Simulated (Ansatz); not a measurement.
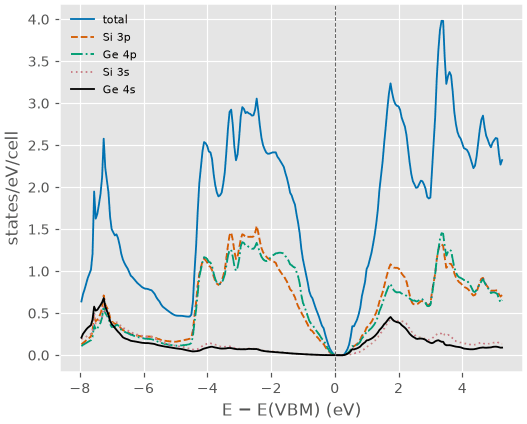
Figure. Total and projected density of states of SiGe in space group Pmma (No. 51; Si on 2e, Ge on 2f), the program Ansatz at the PBEsol level (PAW)

Which orbitals carry the states next to the gap?

Top 1 eV of the valence band: Ge 4p 54 %, Si 3p 42 %. Bottom 1 eV of the conduction band: Si 3p 32 %, Ge 4p 28 %, Ge 4s 17 %, Si 3s 9 %, outside the projected shells 13 %. Projections are on Löwdin-orthogonalised atomic valence shells; empty p or d shells of many metals are not among them.

Where is the tallest occupied peak in this window, and what makes it?

Near -2.4 eV, about 3.1 states/eV per cell; the largest projected share is Si 3p.

The start of the workflow was typed in or built on a structure type; neither database checked (COD, Materials Project) lists it. Its standing as an ambient phase is unchecked. The PBEsol relaxation kept the symmetry of its start; its stability against distortions is not shown here. Spin–orbit coupling is left out wherever it is not named.

Potentials: the earlier of the program's two PAW sets. The files were generated under PBE; for other functionals the program regenerates the frozen cores, and for LDA and PBEsol the local potential too.
